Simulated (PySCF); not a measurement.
**H$_{2}$O, SMILES `O`: what the electrons do**

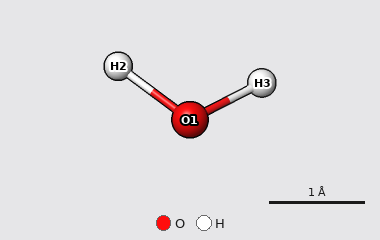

The molecule, with its atoms numbered as below. No frequency check shows the geometry to be a minimum.

Cartesian coordinates (Å):

```
O1       0.0000    0.1138    0.0000
H2       0.7722   -0.4552    0.0000
H3      -0.7722   -0.4552    0.0000
```

### 1. Bonding charge

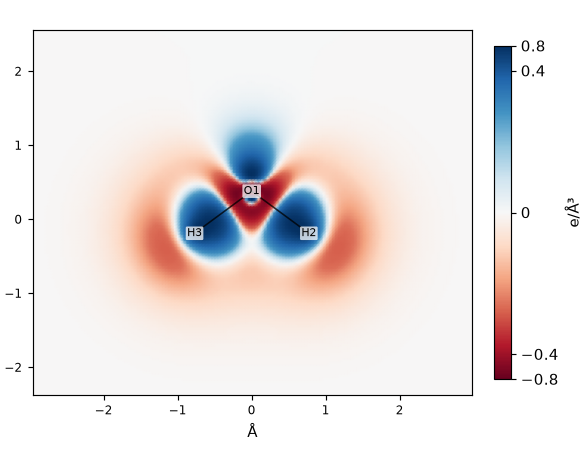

Deformation density (molecule less spherical, spin-averaged free atoms) in the molecular plane; colour scale in e/Å³, logarithmic beyond ±0.1; blue: gain, red: loss.

Method: B3LYP/def2-SVPD; geometry: GFN2-xTB; program: PySCF.

**How much density has each bond in this plane gained at its critical point, relative to the free atoms?**

O1–H3 and O1–H2: +0.82 e/Å³ at the bond critical point (bond length 0.96 Å). In all, 0.6 electrons gather in the regions of gain relative to the promolecule.

**Where do the Hirshfeld charges lie?**

The highest Hirshfeld charge is on H2 and H3 (+0.15 e), the lowest on O1 (−0.30 e).

```json
{"atom": "O1", "charge (e)": "−0.30"}
{"atom": "H2", "charge (e)": "+0.15"}
{"atom": "H3", "charge (e)": "+0.15"}
```

### 2. Bond critical points

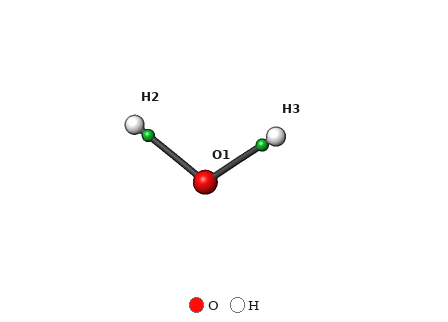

Molecular graph of the electron density (QTAIM): bond paths, bond critical points (green), ring points (magenta, if any); weak paths are dashed.

**How many critical points of each kind are there, and does the count close?**

3 nuclei, 2 bond, 0 ring and 0 cage critical points: 3 − 2 + 0 − 0 = 1, as the Poincaré–Hopf relation requires.

**What does the calculation give at each kind of bond critical point?**

| bond | length (Å) | ρ (a.u.) | ∇²ρ (a.u.) | ε | H (a.u.) |
| --- | --- | --- | --- | --- | --- |
| O1–H3 (2 alike) | 0.959 | 0.361 | −2.31 | 0.02 | −0.648 |

**What kind of interaction is O1–H3?**

Shared-shell (covalent): ρ = 0.361, ∇²ρ = −2.31, H = −0.648 a.u.

### 3. Local ionisation energy

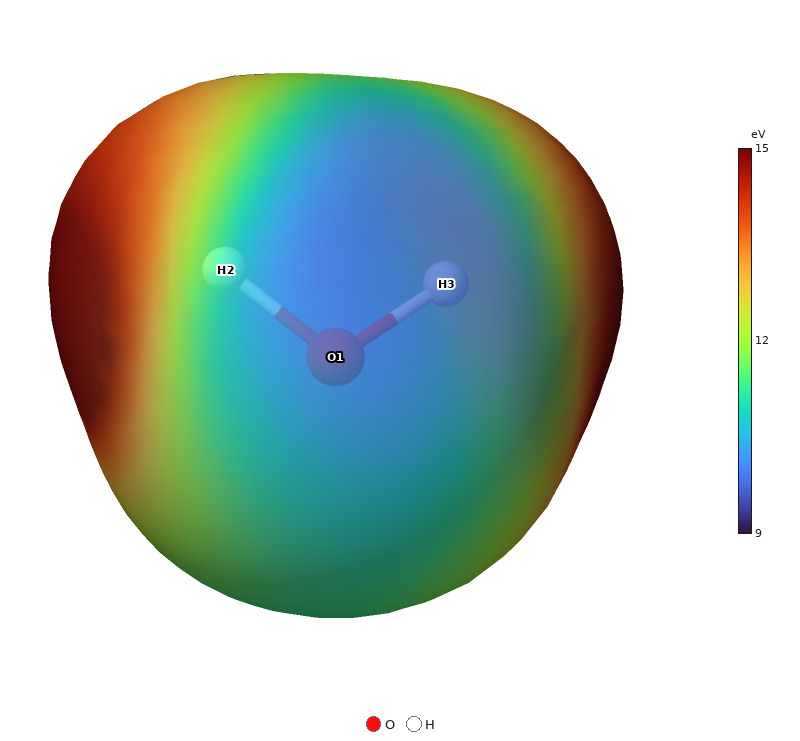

Average local ionisation energy on the surface of electron density 0.001 a.u.

**Where are the most loosely bound electrons on this surface?**

The lowest value is 9.9 eV, near O1 (1.92 Å), H2 (1.97 Å) and H3 (2.00 Å), and at like points elsewhere. For comparison, the highest occupied orbital lies at −8.9 eV.

### 4. In an electric field

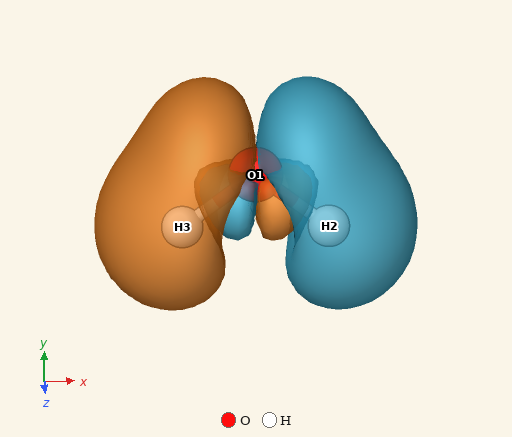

Change of the electron density in a uniform field of 0.21 V/Å, surfaces at ±0.0008 e/Å³ (light blue: gain, orange: loss).

The field was applied in both directions; the picture shows the one opposite to the script's first.

**Along which Cartesian direction does the field point?**

Along −x: electrons gather on the +x side, against the field.

**What dipole is induced, and what polarisability does it imply?**

The induced dipole is 0.10 D (along the field); α along this axis, from the fields in both directions, is 10 bohr³ (1.5 Å³).

### 5. Removing or adding an electron

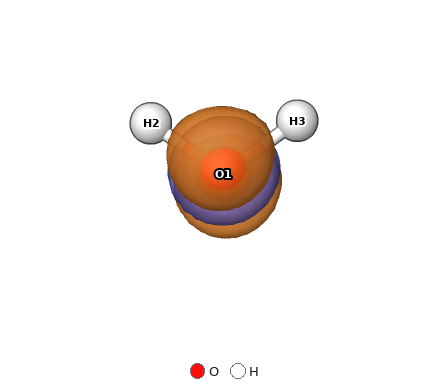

Fukui function f⁻ = ρ(N) − ρ(N−1) at fixed geometry, surfaces at ±0.15 e/Å³ (orange positive, blue negative).

**Which atoms respond most to the removal of an electron?**

f⁻ (Hirshfeld-condensed) is largest on O1 (0.64); the vertical ionisation energy is 12.85 eV. Condensed values hint at sites of electrophilic attack but needn't mark the atom that reacts. Orbital relaxation makes it negative in places (0.15 e in all).
